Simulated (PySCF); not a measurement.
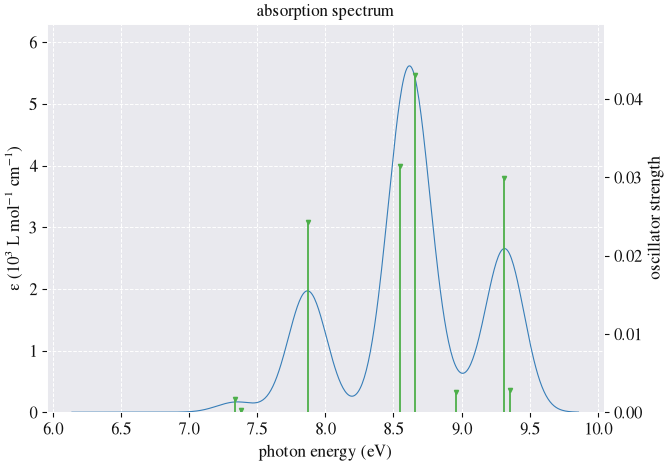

Computed absorption of BH₃O₃ (boric acid), SMILES OB(O)O. Vertical TDDFT excitations, B3LYP/def2-SVPD with PySCF, at a GFN2-xTB geometry (no frequency check), gas phase. The lowest 8 singlet states are shown; each is broadened by a Gaussian of 1/e half-width 0.20 eV. Sticks give oscillator strengths (right axis).

Q: Where is the lowest singlet, and is it bright?

A: S1 lies at 7.34 eV (169 nm) with f = 0.002, mainly HOMO → LUMO (93 %) (S2 lies within 0.06 eV, too close to order); it is dark or nearly so.

Q: List the transitions behind the spectrum.

A:
```tsv
state	E (eV)	λ (nm)	f	main character
S1	7.34	169	0.002	HOMO → LUMO (93 %)
S2	7.38	168	0.000	HOMO−1 → LUMO (92 %)
S3	7.87	158	0.024	HOMO−2 → LUMO (98 %)
S4	8.55	145	0.031	HOMO → LUMO+1 (95 %)
S5	8.66	143	0.043	HOMO−3 → LUMO (97 %)
S6	8.96	138	0.003	HOMO−1 → LUMO+1 (94 %)
S7	9.31	133	0.030	HOMO−1 → LUMO+2 (81 %)
S8	9.36	132	0.003	HOMO → LUMO+2 (87 %)
```

Known limits of this run: states above the negative HOMO energy depend on the basis; the tight-binding geometry is rougher than a DFT one and adds to the error; core orbitals are frozen in the response.
